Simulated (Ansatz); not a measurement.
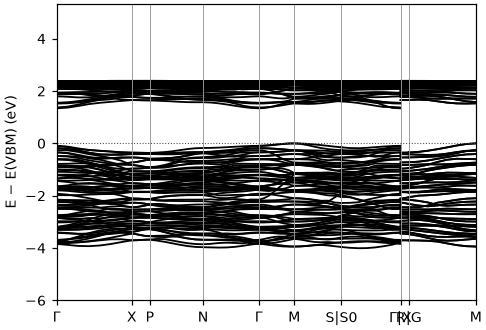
Figure. Band structure from r²SCAN (plane waves, PAW; program Ansatz)

Task: Read off the gap and where the band edges lie.

Result: About 1.3 eV (1.34 eV by a search for the band edges); maximum at M, minimum at Γ.

Task: Pick the material that matches.
A) La2Te3, I-42d (Pearson symbol tI80)
B) Al2ZnTe4, I-4 (Al on 2d, Al on 2b, Zn on 2a, Te on 8g)
C) BaTe2, I4/mcm (Ba on 4a, Te on 8h)
D) Ba2Zn3As2O2, I4/mmm (Pearson symbol tI18)

Result: A, La2Te3, I-42d (Pearson symbol tI80)

The first step of the workflow began from a Materials Project structure, measured or hypothetical; the Crystallography Open Database copy checked does not list it. Whether it is the stable phase at ambient conditions was not checked. Symmetry was held in the r²SCAN relaxation; its stability against distortions is not shown here. Spin–orbit coupling is left out wherever it is not named.

Potentials: the later of the program's two PAW sets.
